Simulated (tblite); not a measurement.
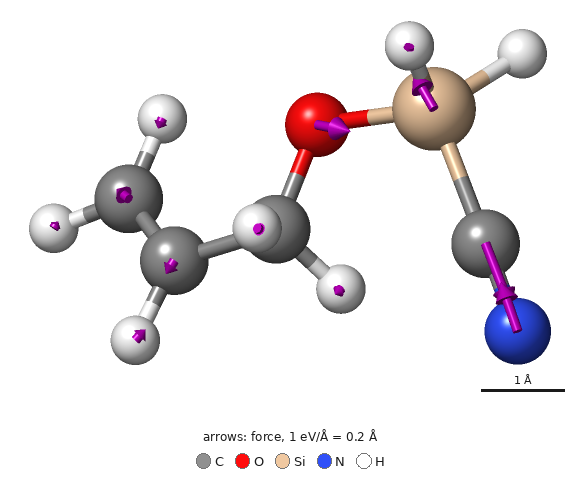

Starting geometry of C4H7NOSi with the computed forces as purple arrows. Style: ball-and-stick. Shown at a tilt.

These are results of GFN2-xTB geometry optimisation, gas phase in tblite, not measurements. 

What follows when this structure is relaxed?

It isn't relaxed: the largest force vector, on a C atom, is 4.45 eV/Å. The final displacements have little in common with the starting forces (cosine between the two patterns 0.14). After 111 geometry steps the energy has fallen by 75.0 kJ/mol. The atom that moves furthest after the best rigid fit is the N atom (1.20 Å). Largest moves by element: N 1.20 Å, H 0.87 Å, C 0.71 Å, O 0.68 Å, Si 0.10 Å. Among the contacts that change: O–Si 1.729 → 1.610 Å, C–Si 1.823 → 1.877 Å, C–O 1.427 → 1.397 Å, C–N 1.175 → 1.146 Å. Among the angles between lasting bonds that change: C–O–Si 103.0° → 132.9°, O–Si–H 111.8° → 100.6°, H–Si–H 109.3° → 118.0°. Groups turn about O–Si by about 35°, C–O by about 20°. The run took 1.1 s on 1 thread of Arm Neoverse N1, with other jobs on the host.
